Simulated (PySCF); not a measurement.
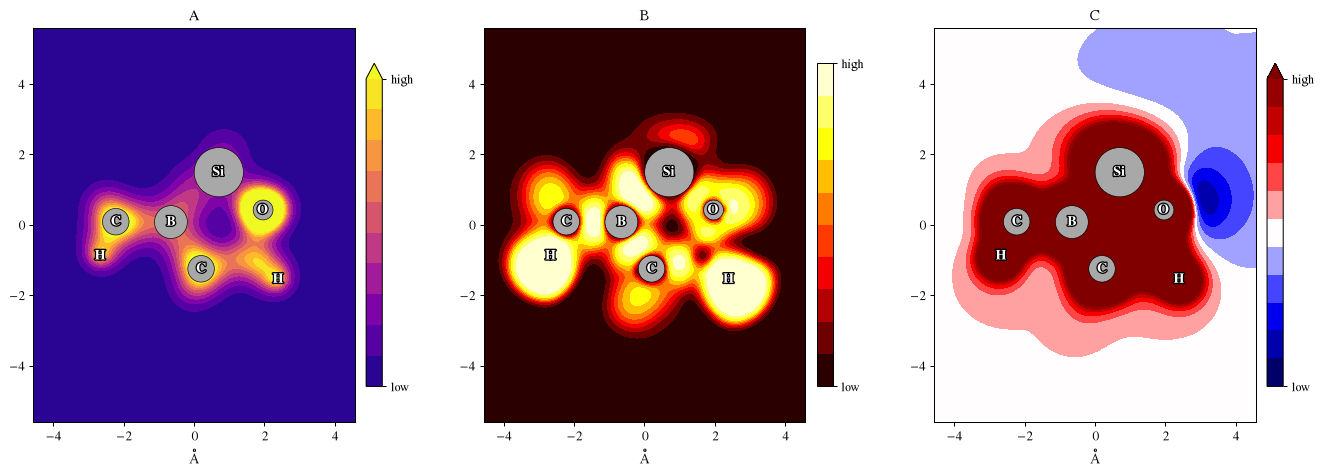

C$_{5}$H$_{9}$BOSi: 3 fields on the plane of atoms Si3, B7 and C8, with unlabelled colour scales. Grey discs cover the atomic cores.

Geometry: GFN2-xTB.

These are results of PySCF 2.14.0, PBE0/pcSseg-1, SCF density, gas phase, non-relativistic, not measurements.

Q: The panels show electron density, electron localisation function and electrostatic potential in some order. Assign them.

A: Panel A: electron density. Panel B: electron localisation function. Panel C: electrostatic potential (strongly positive close to the atoms, with negative regions outside electron-rich atoms). From the grid: C–B (1.57 Å): ρ at the midpoint is about 1.4 e/Å³; the ELF peaks at about 1 between the atoms (a shared electron pair). Si–O (1.65 Å): ρ at the midpoint is about 1.1 e/Å³; the ELF peaks at about 0.85 between the atoms, as expected for a shared but strongly polarised pair.
